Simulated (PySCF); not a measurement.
System: C$_{4}$H$_{6}$FNO (SMILES C=C(F)CNC=O).

Input file:

```
{"job": {"kind": "nmr", "xc": "PBE0", "basis": "pcSseg-1"}, "charge": 0, "multiplicity": 1}
C     -1.970392     0.827970    -0.381171
C     -1.267700    -0.286264    -0.363983
F     -1.695503    -1.368704    -1.064046
C      0.035984    -0.543283     0.333390
N      1.133357    -0.598050    -0.614010
C      2.050424     0.384907    -0.689671
O      2.101377     1.342498     0.038782
H     -1.634650     1.691963     0.159290
H     -2.890521     0.902225    -0.932855
H     -0.022134    -1.492336     0.877781
H      0.256379     0.272616     1.023727
H      1.115078    -1.334184    -1.301878
H      2.783914     0.201129    -1.496043
```

Launched as:

```sh
OMP_NUM_THREADS=1 python probes_run.py task.json out
```

Geometry: GFN2-xTB.

Method: PBE0/pcSseg-1, SCF density, gas phase, non-relativistic (PySCF 2.14.0).

Q: Predict the electron density and electron localisation function between the atoms.

A: C–O (1.20 Å): ρ is about 3.3 e/Å³ halfway; the ELF peaks at about 0.85 between the atoms (a multiple bond).
C–N (1.35 Å): ρ is about 2.4 e/Å³ halfway; the ELF peaks at about 0.90 between the atoms (a covalent bond).
N–H (1.01 Å): ρ is about 2.9 e/Å³ halfway; the ELF climbs to about 1 towards the hydrogen, as it does in any bond to H; a covalent bond by its length.
C–N (1.45 Å): ρ at the midpoint is about 1.9 e/Å³; the ELF peaks at about 0.90 between the atoms (a covalent bond).

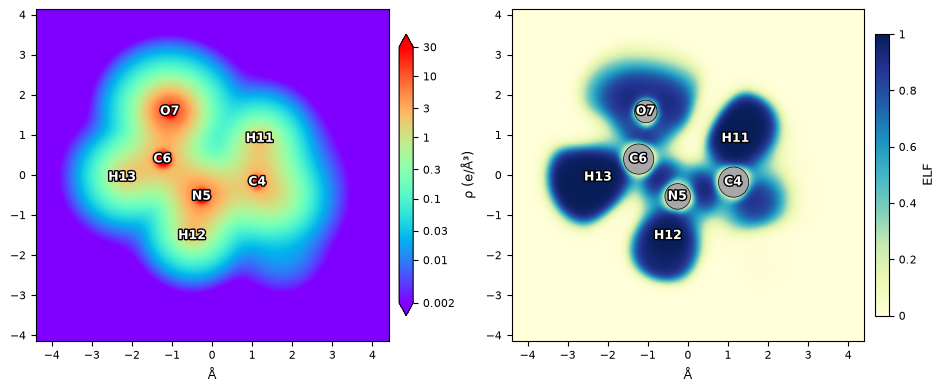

Computed electron density and electron localisation function on the plane of atoms C6, N5 and H12, in this order. Grey discs cover the atomic cores in the ELF map. 
